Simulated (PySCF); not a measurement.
CrF₂S₂.

Method: B3LYP/def2-SVPD; geometry: GFN2-xTB; program: PySCF. This is a single-reference result, which may miss multireference character in this system. No frequency check shows the geometry to be a minimum. GFN2-xTB bond lengths at metals and heavier atoms can be off by up to 0.1 Å and shapes distorted, which carries into these values.

Coordinates in Å:

```
Cr1      0.0002    0.3556    0.0007
S2       1.6429   -0.8993    0.0010
S3      -1.6432   -0.8991    0.0006
F4       0.0003    1.1222   -1.5171
F5      -0.0004    1.1269    1.5123
```

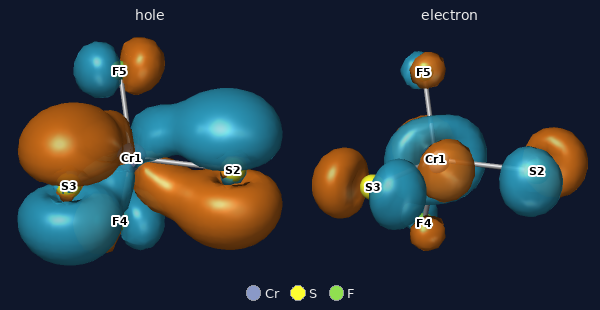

Leading natural transition orbital pair of S₃ (TDA singlet states); the surfaces enclose about 78 % of each orbital's density.

**Characterise the state.**

1.74 eV (712 nm), f = 0.000 (dark), ligand-to-metal charge transfer; the leading pair carries 97 %; hole on Cr1 (29 %), S2 and S3 (28 % each) and F4 and F5 (7 % each), electron on Cr1 (58 %) and S2 and S3 (18 % each); their centroids lie 0.2 Å apart. In canonical orbitals it is mainly HOMO−1 → LUMO (97 %). The HOMO–LUMO gap is 2.41 eV.

Cost of the run: 3.4 min on 1 thread of Arm Neoverse V2, with other jobs on the host, peak memory 0.66 GiB.
